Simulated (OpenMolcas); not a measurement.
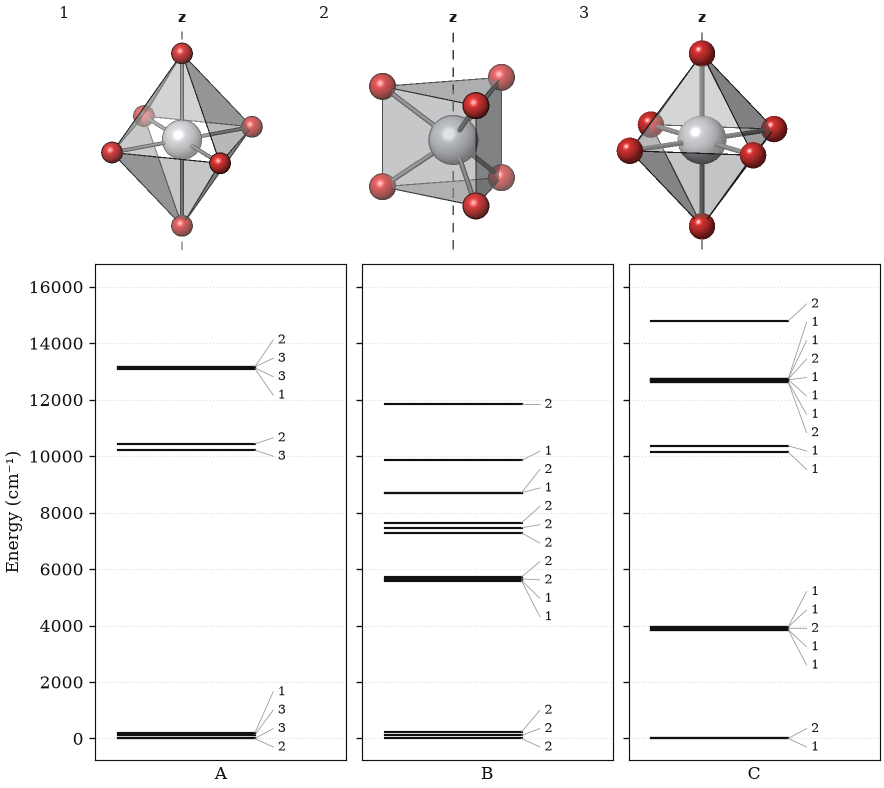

Ti²⁺ (3d²) among point charges in three arrangements (top) and its lowest levels in each (bottom, numbers are degeneracies). The calculation used state-averaged CASSCF, active space 2 electrons in the shell 3d, basis ANO-RCC-VDZP, DKH2 scalar Hamiltonian, spin-orbit coupling by RASSI with atomic mean-field integrals (OpenMolcas).

(1) 6 point charges of −2.2 e at 1.98 Å, arranged as: tetragonal octahedron (D4h), axial distortion 1.15
(2) 6 point charges of −1 e at 1.77 Å, arranged as: trigonal prism (D3h), axial distortion 1.11
(3) 6 point charges of −1.5 e at 1.81 Å, arranged as: octahedron (Oh)

### Match the level schemes to the arrangements.

A is (3). The ground level is E, doubly degenerate, 100 % from states of spin multiplicity 3. Its principal g values are all close to zero. The next level lies at 1.6 cm⁻¹ (T₂). B is (2). The ground level is E, doubly degenerate, 100 % from states of spin multiplicity 3. Its principal g values are all close to zero. The next level lies at 115 cm⁻¹ (E). C is (1). The ground level is A₁, non-degenerate, 100 % from states of spin multiplicity 3. The next level lies at 2.6 cm⁻¹ (E).

Note: point charges lack covalency, field too small at true ligand charges.
